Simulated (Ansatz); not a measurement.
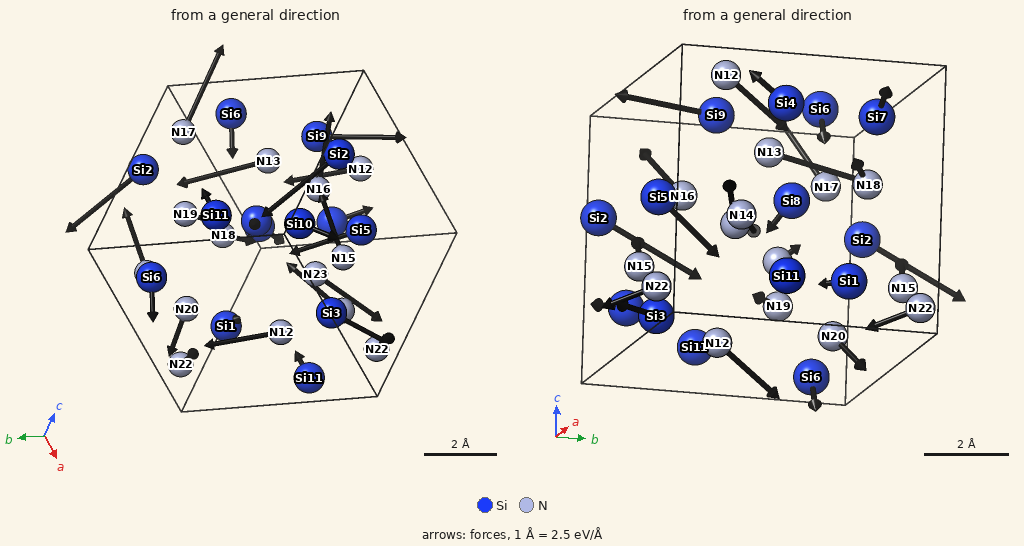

Crystal structure, spheres-only style, seen from two general directions. One simulation cell is framed, with atoms on its boundary repeated. The arrows are the computed forces on the atoms.

System: Si11N12. Electronic-structure method: DFT PBE, scalar-relativistic, plane waves, PAW in Ansatz 0.2.0. Parameters: plane-wave cutoff 420 eV, k-points on a 4×4×4 grid, Fermi-Dirac smearing of 0.34 eV, no spin polarisation.

Question: Is the structure at rest?

Answer: No. The atoms still feel forces of up to about 6.4 eV/Å, far above a usual threshold of 0.01 to 0.03 eV/Å.

The structure was taken from a structure type filled with these elements by a generator (whether the compound takes this form wasn't checked). Earlier steps of the study may have refined or changed the cell and positions. It was the input of a calculation with Ansatz.
